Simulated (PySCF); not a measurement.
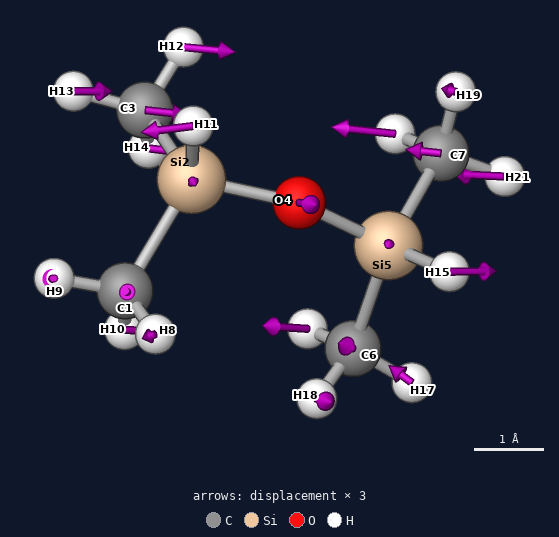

This is a relaxation of C4H14OSi2. The starting structure is drawn; purple arrows show the displacements, 3 times their true length. The two geometries are superimposed by the best rigid fit.

Style: ball-and-stick. Shown at a tilt.

The start comes from GFN2-xTB.

These are results of PBE0-D3(BJ)/def2-SVP geometry optimisation, gas phase in PySCF 2.14.0, density-fitted response routines, not measurements. 

**What happened in the run?**

Over 16 geometry steps the energy falls by 4.10 kcal/mol. An H atom moves most after the best rigid fit: 0.33 Å. Largest moves by element: H 0.33 Å, O 0.25 Å, C 0.22 Å, Si 0.05 Å. Near-neighbour distances that change, for instance: O–Si 1.628 → 1.663 Å, H–Si 1.467 → 1.495 Å, C–Si 1.901 → 1.875 Å, C–H 1.086 → 1.101 Å. Bond angles that change, for instance: Si–O–Si 157.6° → 143.8°, O–Si–H 103.2° → 107.0°, O–Si–H 103.6° → 107.1°. The run took roughly 6 core-minutes on a shared host.
